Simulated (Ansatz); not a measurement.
GaSiH7O4: geometry relaxation (part 2 of 2)

Continued. System: GaSiH7O4. Method: RHF/def2-SVP (Ansatz 0.2.0). The input holds or restrains some coordinates. It belongs to a series of runs on one base structure; here: pulled along the bonds that form and break, towards end B.

Geometry of the input (Å):
```
Ga 0.0000  0.0000  0.0000
O  0.0000  0.0000  2.1400
H  -0.9095  -0.2814  2.4771
O  1.5501  0.0000  -0.8950
H  1.8500  -0.9519  -1.0499
O  -1.5501  0.0000  -0.8950
H  -2.0598  -0.8467  -0.6865
O  0.0937  1.9812  0.6590
Si 0.6912  2.4735  2.1500
H  1.0861  1.3026  2.9275
H  1.8511  3.3371  1.9491
H  -0.3435  3.2093  2.8709
H  0.0591  1.2505  1.7667
```

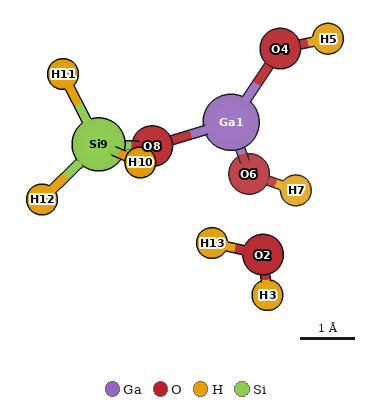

**Figure 1.** The geometry at step 9 of the log (ball-and-stick view, seen at a tilt; atoms are numbered from 1 in the order of the input).

Trajectory as extended XYZ, continued
```
13
Properties=species:S:1:pos:R:3:forces:R:3 step=3 energy=-68440.45142
Ga    0.0124    0.2069   -0.2286    0.0551   4.1895   0.7786
O    -0.0252    0.0118    2.3678   -1.4879  -0.6336  -2.1395
H    -0.9223   -0.2808    2.4888   -0.0127   0.2650   0.0528
O     1.5826   -0.0364   -0.9079    0.9347  -1.7859  -0.1081
H     1.8504   -0.9389   -1.0516    0.1616   0.5332  -0.1811
O    -1.5815   -0.0321   -0.8970   -0.7408  -1.4740   0.5336
H    -2.0550   -0.8342   -0.6920    0.0821   0.5168  -0.3688
O     0.1270    2.0005    0.4918    0.7271  -1.2855   3.5533
Si    0.7030    2.5207    2.0930    0.6762   1.9264  -2.4969
H     1.1079    1.3446    2.9308    0.9460   1.8247  -0.1310
H     1.8642    3.3526    1.9445    0.5614   0.7531  -0.1967
H    -0.3484    3.2114    2.8694   -0.1900   0.0226  -0.2015
H     0.0032    0.9479    2.0049   -1.7128  -4.8522   0.9052
13
Properties=species:S:1:pos:R:3:forces:R:3 step=4 energy=-68441.62637
Ga    0.0202    0.3661   -0.3387    0.0275   2.1887   0.1706
O    -0.0624   -0.0667    2.4739    0.3951  -1.2463  -1.0050
H    -0.9519   -0.2984    2.5004   -1.8636  -0.6551   0.2437
O     1.6131   -0.0566   -0.9137    0.1521  -0.4951   0.0965
H     1.8560   -0.9506   -1.0571    0.1855  -0.3169  -0.2213
O    -1.5989   -0.0444   -0.8946    0.0743  -0.3458   0.3190
H    -2.0560   -0.8420   -0.6917   -0.0084  -0.1037  -0.1084
O     0.1494    2.0181    0.4390    0.7259  -0.1820   3.6593
Si    0.7147    2.5475    2.0445   -0.0377   0.5576  -2.2350
H     1.1362    1.3991    2.9195    0.5796   1.3693  -0.5090
H     1.8804    3.3777    1.9349    0.5090   0.7784  -0.3216
H    -0.3498    3.2098    2.8553   -0.0340  -0.0247  -0.5117
H    -0.0327    0.8146    2.1422   -0.7055  -1.5244   0.4227
13
Properties=species:S:1:pos:R:3:forces:R:3 step=5 energy=-68442.76866
Ga    0.0356    0.5031   -0.4116    0.0538   0.5321   0.3998
O    -0.1333   -0.2475    2.4857   -0.9326   1.1603  -1.1533
H    -1.0725   -0.3920    2.5372    0.2329  -0.2068   0.1316
O     1.6294   -0.0713   -0.9043   -0.1929  -0.1715   0.0526
H     1.8393   -0.9762   -1.0650   -0.0915   0.0066  -0.1027
O    -1.5883   -0.0365   -0.8738    0.2917   0.0951   0.1597
H    -2.0188   -0.8542   -0.6834    0.2406   0.0102  -0.0590
O     0.1590    2.0430    0.5092    0.7035   0.1858   2.2714
Si    0.7616    2.6185    2.0225   -0.7078  -0.1824  -1.8932
H     1.1980    1.4973    2.8732    0.3104   0.2632  -0.1306
H     1.9236    3.4684    1.8886    0.2839   0.6282  -0.2685
H    -0.3472    3.2276    2.8028    0.0829   0.2010  -0.2935
H    -0.0681    0.6938    2.2327   -0.2748  -2.5218   0.8855
13
Properties=species:S:1:pos:R:3:forces:R:3 step=6 energy=-68443.31276
Ga    0.0543    0.5198   -0.3849    0.3343   0.9389   0.9997
O    -0.2402   -0.4024    2.4357   -0.2468   1.4002  -0.8297
H    -1.1747   -0.4525    2.5858    0.0239  -0.2133   0.0670
O     1.6037   -0.0687   -0.8962    0.6675  -0.3272  -0.1732
H     1.7892   -0.9685   -1.1000   -0.0426  -0.0557  -0.1224
O    -1.5266   -0.0043   -0.8421   -0.9864  -0.3064  -0.2251
H    -1.9331   -0.8428   -0.7015    0.1623   0.0089  -0.0804
O     0.1576    2.0047    0.6110    0.5858   0.2896   1.1301
Si    0.7965    2.6807    2.0135   -0.4786  -0.5010  -1.1758
H     1.2728    1.5656    2.8667    0.1567   0.1985   0.0230
H     1.9373    3.5908    1.8099   -0.1098   0.1606  -0.1853
H    -0.3172    3.3085    2.7599    0.1014   0.2366  -0.0580
H    -0.1012    0.5434    2.2560   -0.1677  -1.8299   0.6301
13
Properties=species:S:1:pos:R:3:forces:R:3 step=7 energy=-68443.58615
Ga    0.0966    0.5290   -0.3463    0.1569   0.4999   0.8391
O    -0.4103   -0.5031    2.4049    0.1644   1.5306  -0.5473
H    -1.3409   -0.5284    2.5749   -0.0522  -0.1789  -0.0048
O     1.6248   -0.0505   -0.9527    0.4801  -0.2615  -0.1189
H     1.7784   -0.9314   -1.2546   -0.1036   0.1033  -0.0512
O    -1.4966   -0.0321   -0.7526   -0.7929  -0.2701  -0.1797
H    -1.8322   -0.9135   -0.6973    0.2358   0.1512  -0.0770
O     0.1835    1.9593    0.7192    0.3848   0.0546   0.3439
Si    0.8511    2.7260    2.0267   -0.3340  -0.2049  -0.5526
H     1.3920    1.6857    2.9281    0.0925  -0.0020   0.1215
H     1.9471    3.6684    1.7187   -0.0888   0.0305  -0.1847
H    -0.2387    3.4183    2.7549    0.0880   0.1159  -0.0227
H    -0.2364    0.4465    2.2899   -0.2311  -1.5685   0.4344
13
Properties=species:S:1:pos:R:3:forces:R:3 step=8 energy=-68443.69625
Ga    0.1197    0.5241   -0.2922    0.1427   0.2883   0.5639
O    -0.4889   -0.5595    2.4189   -0.1380   1.4683  -0.5497
H    -1.4227   -0.7027    2.5207    0.2114  -0.0823  -0.0362
O     1.6374   -0.0486   -0.9546    0.2838  -0.4421  -0.1537
H     1.7591   -0.9079   -1.3392   -0.1497   0.3967   0.1146
O    -1.4879   -0.0340   -0.6946   -0.6104  -0.5129  -0.0829
H    -1.7793   -0.9388   -0.7200    0.3251   0.4935  -0.0684
O     0.2081    1.9329    0.7956    0.2410  -0.0798   0.1455
Si    0.9012    2.7743    2.0338   -0.1881  -0.2706  -0.1702
H     1.5001    1.8012    2.9851    0.0157   0.0735  -0.0034
H     1.9593    3.7232    1.6288   -0.0507  -0.0010  -0.1946
H    -0.1652    3.5098    2.7538    0.0410   0.0621  -0.0318
H    -0.4224    0.4002    2.2776   -0.1238  -1.3937   0.4670
13
Properties=species:S:1:pos:R:3:forces:R:3 step=9 energy=-68443.80958
Ga    0.1165    0.5285   -0.2598   -0.0065   0.1202   0.8640
O    -0.5254   -0.6286    2.4085   -0.1891   1.5018  -0.2891
H    -1.4440   -0.8636    2.4657    0.2092   0.0212  -0.0214
O     1.6456   -0.0721   -0.8736    0.2157  -0.5320  -0.3289
H     1.7181   -0.8916   -1.3525   -0.0899   0.5154   0.2334
O    -1.4912    0.0152   -0.7416   -0.4432  -0.5772  -0.1522
H    -1.7418   -0.8963   -0.8587    0.2686   0.5829  -0.0206
O     0.1796    1.8452    0.9357    0.2385   0.1079   0.0028
Si    0.9339    2.8029    2.0448   -0.2137  -0.1574  -0.3167
H     1.6274    1.9462    3.0368    0.0335   0.0411   0.0206
H     1.9143    3.7357    1.4429   -0.0113  -0.0670  -0.0814
H    -0.0904    3.6063    2.7545    0.0186  -0.0097   0.0031
H    -0.5242    0.3465    2.4111   -0.0304  -1.5473   0.0866
13
Properties=species:S:1:pos:R:3:forces:R:3 step=10 energy=-68443.90385
Ga    0.1020    0.4916   -0.1509   -0.0415   0.1450   0.5983
O    -0.5957   -0.7580    2.4634   -0.0163   1.3218  -0.3411
H    -1.5348   -0.8613    2.3621    0.1875  -0.0419   0.0350
O     1.6330   -0.0680   -0.8158   -0.0098  -0.1127  -0.0469
H     1.6648   -0.7855   -1.4301    0.0016   0.1160   0.0678
O    -1.4968    0.0037   -0.7109   -0.0836  -0.2062   0.0019
H    -1.6574   -0.8696   -1.0381    0.0699   0.2192  -0.0127
O     0.1508    1.7672    1.0906    0.0955  -0.1735  -0.1751
Si    0.9489    2.8361    2.0468   -0.0157   0.0923  -0.1940
H     1.6927    2.1128    3.1040    0.0134  -0.0199   0.0278
H     1.9121    3.6618    1.2726   -0.0733  -0.0705   0.0153
H    -0.0288    3.7404    2.7006    0.0263  -0.0414  -0.0344
H    -0.4723    0.2028    2.5195   -0.1541  -1.2282   0.0580
13
Properties=species:S:1:pos:R:3:forces:R:3 step=11 energy=-68443.93912
Ga    0.0918    0.4801   -0.1077   -0.0787   0.0756   0.6162
O    -0.6105   -0.8306    2.4722    0.1372   1.3730  -0.2229
H    -1.5528   -0.9281    2.4370    0.0690  -0.0523  -0.0106
O     1.6281   -0.0937   -0.7498   -0.0272  -0.0417  -0.0481
H     1.6560   -0.7535   -1.4243    0.0190   0.0429   0.0439
O    -1.5020    0.0435   -0.7223   -0.0240  -0.1721  -0.0622
H    -1.6279   -0.7611   -1.2035    0.0278   0.1868   0.0441
O     0.1424    1.7165    1.1708    0.0924  -0.1131  -0.2032
Si    0.9562    2.8536    2.0297   -0.0120  -0.0364  -0.0930
H     1.7434    2.2034    3.1075   -0.0084   0.0303  -0.0233
H     1.8805    3.6352    1.1692   -0.0491  -0.0444   0.0175
H    -0.0118    3.7840    2.6566    0.0151  -0.0086  -0.0198
H    -0.4748    0.1250    2.5785   -0.1612  -1.2400  -0.0386
13
Properties=species:S:1:pos:R:3:forces:R:3 step=12 energy=-68443.96057
Ga    0.0962    0.4603   -0.0420   -0.1219   0.0680   0.6129
O    -0.6480   -0.9255    2.4846    0.4642   1.3002  -0.1781
H    -1.5872   -1.0067    2.4109   -0.0619   0.0652   0.0093
O     1.6240   -0.0986   -0.7133    0.0090  -0.0033   0.0079
H     1.6533   -0.7517   -1.3920    0.0155  -0.0179  -0.0153
O    -1.5015    0.0843   -0.6855   -0.0128  -0.1712  -0.1283
H    -1.6100   -0.6039   -1.3257    0.0088   0.1656   0.1168
O     0.1635    1.6450    1.2842    0.0782  -0.0979  -0.2935
Si    0.9683    2.8783    2.0081   -0.0353  -0.1252   0.0337
H     1.8160    2.3411    3.1025    0.0025   0.0636  -0.0363
H     1.8291    3.6096    1.0451   -0.0346  -0.0244   0.0134
H    -0.0087    3.8241    2.5949    0.0215   0.0204  -0.0181
H    -0.4765    0.0180    2.6421   -0.3332  -1.2430  -0.1245
13
Properties=species:S:1:pos:R:3:forces:R:3 step=13 energy=-68443.96077 accepted=F
Ga    0.0956    0.4614   -0.0229    0.0108  -0.1545   0.7119
O    -0.6430   -0.9593    2.4851    0.2507   1.3907  -0.1340
H    -1.5780   -1.0238    2.3528   -0.0303  -0.0634  -0.0055
O     1.6163   -0.1221   -0.6926   -0.0157   0.0912  -0.0299
H     1.6479   -0.7772   -1.3692   -0.0098  -0.0257  -0.0065
O    -1.5082    0.0511   -0.6262    0.0256   0.2620   0.1955
H    -1.6076   -0.4802   -1.3928   -0.0560  -0.1937  -0.2437
O     0.1921    1.6119    1.3306   -0.0833  -0.1871  -0.3315
Si    0.9680    2.8808    2.0112    0.0475   0.0553  -0.0282
H     1.8561    2.4241    3.1038    0.0001  -0.0139   0.0284
H     1.7858    3.5892    1.0013    0.0483   0.0542  -0.0341
H    -0.0153    3.8352    2.5691   -0.0295   0.0033   0.0242
H    -0.4912   -0.0168    2.6638   -0.1585  -1.2184  -0.1467
13
Properties=species:S:1:pos:R:3:forces:R:3 step=14 energy=-68443.96659
Ga    0.0975    0.4536   -0.0332   -0.0905   0.0048   0.6277
O    -0.6482   -0.9341    2.4909    0.2830   1.2968  -0.1541
H    -1.5880   -1.0161    2.4078    0.0221   0.0079   0.0004
O     1.6230   -0.0965   -0.7183   -0.0027  -0.0018  -0.0127
H     1.6559   -0.7570   -1.3903    0.0040   0.0011   0.0077
O    -1.5039    0.0659   -0.6599   -0.0042  -0.0852  -0.1261
H    -1.6045   -0.5506   -1.3692   -0.0010   0.0991   0.1052
O     0.1737    1.6255    1.3034    0.0262  -0.1225  -0.2787
Si    0.9674    2.8730    2.0094    0.0102   0.0055  -0.0126
H     1.8340    2.3750    3.1040   -0.0076   0.0084   0.0004
H     1.8115    3.5968    1.0291    0.0046  -0.0052  -0.0198
H    -0.0083    3.8298    2.5796   -0.0112  -0.0104   0.0076
H    -0.4918    0.0089    2.6607   -0.2329  -1.1986  -0.1450
```

Summary

```tsv
quantity	value
outcome	converged under the restraints of the input
total energy	−68443.9666 eV
mean-field energy	−68443.9666 eV
largest force (length of the vector) at the end, held atoms and coordinates included	1.336 eV/Å
wall time	47 s (CPU time 2.8 min)
peak memory	0.4 GiB
```
